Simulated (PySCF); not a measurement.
**CH2FNOSn (SMILES O=C=[N][SnH2][F]): levels of theory compared**

Wanted: a comparison of 6 runs (HF/3-21G, HF/def2-SVP, TPSS/def2-SVP, r2SCAN/def2-SVPD, PBE/def2-TZVP, CCSD(T)/def2-SVP) of CH2FNOSn. 

Program for the calculation: PySCF 2.14.0.

## Step 1: The structure to begin with

The species is CH2FNOSn (7 atoms), meant as a singlet with charge 0. As SMILES, `O=C=[N][SnH2][F]`. Geometry: relaxed at PBE0-D4/def2-TZVP. This is one conformer, not always the lowest.

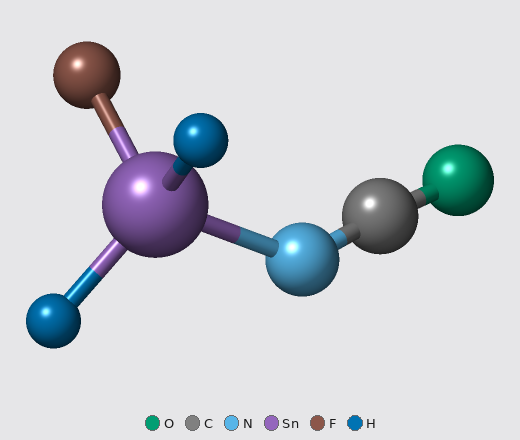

The structure, seen from a chosen angle (oxygen teal, carbon grey, nitrogen blue, tin purple, fluorine brown, hydrogen blue).

## Step 2: Energy and forces at HF/3-21G (run 1)

The input, run.py:

```python
import pyscf.grad
from pyscf import gto, scf

mol = gto.Mole()
mol.atom = '''
O       -0.221700      -2.869300      -0.931600
C       -0.121500      -1.906800      -0.283800
N       -0.020900      -0.958200       0.449400
Sn       0.157400       1.031600       0.318500
F       -0.877100       1.510000      -1.220100
H       -0.618600       1.696100       1.665200
H        1.763800       1.428500      -0.043200
'''
mol.basis = '3-21g'
mol.max_memory = 1860
mol.spin = 0
mol.verbose = 4
mol.build()

calc0 = scf.RHF(mol)
calc0.conv_tol = 1e-10
calc0.kernel()
if not calc0.converged:
    calc0 = calc0.newton().run(calc0.mo_coeff, calc0.mo_occ)

e_final = calc0.e_tot
print(f'total energy: {e_final:.8f} hartree')
grad = calc0.Gradients().kernel()
calc0.analyze()
```

Started as:

```sh
$ OMP_NUM_THREADS=1 python run.py
```

What it wrote:

```text
PySCF version 2.14.0

[... 91 lines left out ...]
MO #1   energy= -1034.95332818832  occ= 2
[... 9 lines left out ...]
MO #11  energy= -20.5117847944584  occ= 2
[... 9 lines left out ...]
MO #21  energy= -3.99483015599712  occ= 2
[... 9 lines left out ...]
MO #31  energy= -0.763309955678443 occ= 2
[... 9 lines left out ...]
MO #41  energy= -0.425127380743616 occ= 2
[... 9 lines left out ...]
MO #51  energy= 0.448997574883633  occ= 0
[... 9 lines left out ...]
MO #61  energy= 1.50287622543571   occ= 0
[... 9 lines left out ...]
MO #71  energy= 3.89576408187669   occ= 0
[... 81 lines left out ...]
Dipole moment(X, Y, Z, Debye):  1.88592,  2.76431,  2.39279
```

Run time: 7.8 s. Hardware: 1 thread of Intel Xeon at 2.50GHz (Skylake/Cascade Lake), shared host; peak memory 0.14 GiB.

## Step 3: Energy and forces at HF/def2-SVP (core potential) (run 2)

The input, start.xyz:

```xyz
7

O     -0.221700    -2.869300    -0.931600
C     -0.121500    -1.906800    -0.283800
N     -0.020900    -0.958200     0.449400
Sn     0.157400     1.031600     0.318500
F     -0.877100     1.510000    -1.220100
H     -0.618600     1.696100     1.665200
H      1.763800     1.428500    -0.043200
```

The input, input.py:

```python
from pyscf import gto

mol = gto.Mole()
mol.atom = 'start.xyz'
mol.max_memory = 1860
mol.charge = 0
mol.spin = 0
mol.verbose = 4
mol.ecp = {'Sn': 'def2-svp'}
mol.basis = 'def2-svp'
mol.build()

hf = mol.RHF()
hf.conv_tol = 1e-10
hf.kernel()
if not hf.converged:
    hf = hf.newton().run(hf.mo_coeff, hf.mo_occ)

e_final = hf.e_tot
print(f'total energy: {e_final:.8f} hartree')
grad = hf.nuc_grad_method().kernel()
hf.analyze()
```

Started as:

```sh
$ OMP_NUM_THREADS=1 python input.py
```

What it wrote:

```text
PySCF version 2.14.0

[... 86 lines left out ...]
Nuclear Repulsion Energy =             244.264027141261892
[... 13 lines left out ...]
MO #8   energy= -4.11895753700396  occ= 2
[... 11 lines left out ...]
MO #20  energy= -0.646412408995815 occ= 2
[... 11 lines left out ...]
MO #32  energy= 0.196442937253824  occ= 0
[... 11 lines left out ...]
MO #44  energy= 0.669290168498412  occ= 0
[... 11 lines left out ...]
MO #56  energy= 1.40545408633745   occ= 0
[... 11 lines left out ...]
MO #68  energy= 1.89583355943172   occ= 0
[... 11 lines left out ...]
MO #80  energy= 3.50178437509389   occ= 0
[... 11 lines left out ...]
MO #92  energy= 52.4788551444991   occ= 0
[... 102 lines left out ...]
Dipole moment(X, Y, Z, Debye):  1.99398,  2.64358,  2.71435
```

Wall time 21 s (1 thread of Intel Xeon at 2.50GHz (Skylake/Cascade Lake), shared host); peak memory 0.19 GiB.

Runs 3 to 5 aren't shown in full; the table further down has their settings and results.

## Step 4: The energy at CCSD(T)/def2-SVP (core potential) (run 6)

The input, calc.py:

```python
# O=C=[N][SnH2][F]
from pyscf import gto, scf, cc

mol = gto.Mole()
mol.atom = '''
O       -0.221700      -2.869300      -0.931600
C       -0.121500      -1.906800      -0.283800
N       -0.020900      -0.958200       0.449400
Sn       0.157400       1.031600       0.318500
F       -0.877100       1.510000      -1.220100
H       -0.618600       1.696100       1.665200
H        1.763800       1.428500      -0.043200
'''
mol.spin = 0
mol.max_memory = 1860
mol.ecp = {'Sn': 'def2-svp'}
mol.charge = 0
mol.verbose = 4
mol.basis = 'def2-svp'
mol.build()

mf = scf.RHF(mol)
mf.conv_tol = 1e-10
mf.kernel()
if not mf.converged:
    mf = mf.newton().run(mf.mo_coeff, mf.mo_occ)

mycc = cc.CCSD(mf, frozen=8)
mycc.kernel()
e_t = mycc.ccsd_t()
energy = mycc.e_tot + e_t
print('E(%s) = %.9f' % ('CCSD(T)', energy))
mf.analyze()
```

Started as:

```sh
$ OMP_NUM_THREADS=1 python calc.py
```

What it wrote:

```text
PySCF version 2.14.0

[... 102 lines left out ...]
Nuclear Repulsion Energy =             244.264027141261892
[... 13 lines left out ...]
MO #8   energy= -4.11895753700396  occ= 2
[... 11 lines left out ...]
MO #20  energy= -0.646412408995815 occ= 2
[... 11 lines left out ...]
MO #32  energy= 0.196442937253824  occ= 0
[... 11 lines left out ...]
MO #44  energy= 0.669290168498412  occ= 0
[... 11 lines left out ...]
MO #56  energy= 1.40545408633745   occ= 0
[... 11 lines left out ...]
MO #68  energy= 1.89583355943172   occ= 0
[... 11 lines left out ...]
MO #80  energy= 3.50178437509389   occ= 0
[... 11 lines left out ...]
MO #92  energy= 52.4788551444991   occ= 0
[... 102 lines left out ...]
Dipole moment(X, Y, Z, Debye):  1.99398,  2.64358,  2.71435
```

Wall time 96 s (1 thread of Intel Xeon at 2.50GHz (Skylake/Cascade Lake), shared host); peak memory 0.59 GiB.

## Step 5: The series

```
run                              level  core potential  integration grid   energy (Eh)  dipole moment (D) of the reference  HOMO energy (eV)  LUMO energy (eV)  wall time
  1                           HF/3-21G               –                 –  -6262.640441                                4.11            -11.57              3.02      7.8 s
  2       HF/def2-SVP (core potential)        def2-svp                 –   -480.954379                                4.28            -11.99              2.48       21 s
  3     TPSS/def2-SVP (core potential)        def2-svp                 5   -483.194880                                3.46             -7.14             -1.57       96 s
  4  r2SCAN/def2-SVPD (core potential)        def2-svp                 5   -483.220643                                3.91             -7.65             -1.71    2.7 min
  5     PBE/def2-TZVP (core potential)        def2-svp                 5   -483.306549                                3.66             -7.23             -2.00      4 min
  6  CCSD(T)/def2-SVP (core potential)        def2-svp                 –   -481.748605                                4.28            -11.99              2.48       96 s
```

## Step 6: What came out

| quantity | value |
| --- | --- |
| run 6: total energy | -481.74861 Eh |
| run 6: dipole moment (Hartree–Fock density) | 4.28 D |
| run 6: HOMO energy (Hartree–Fock orbitals) | -11.99 eV |
| run 6: LUMO energy (Hartree–Fock orbitals) | 2.48 eV |
| run 6: HOMO–LUMO gap (Hartree–Fock orbitals) | 14.47 eV |
| run 6: correlation energy (8 core orbitals frozen) | -794.2 mEh |
| run 6: (T) correction | -25.01 mEh |
| run 6: T1 diagnostic | 0.015 |

In words: Over runs 1, 2, 3, 4, 5 the dipole moment (its size) runs from 3.46 D (TPSS/def2-SVP) to 4.28 D (HF/def2-SVP). Over runs 1, 2, 3, 4, 5 the HOMO–LUMO gap runs from 5.23 eV (PBE/def2-TZVP) to 14.59 eV (HF/3-21G). The two ends differ in method and basis and core potential. Totals of different functionals can't be ranked against each other. Some runs of one species differ in core potentials or relativity; totals across that change don't compare. In run 1 relativity is left out where basis or elements ask for it. All runs together took 10 min, the longest 4 min.
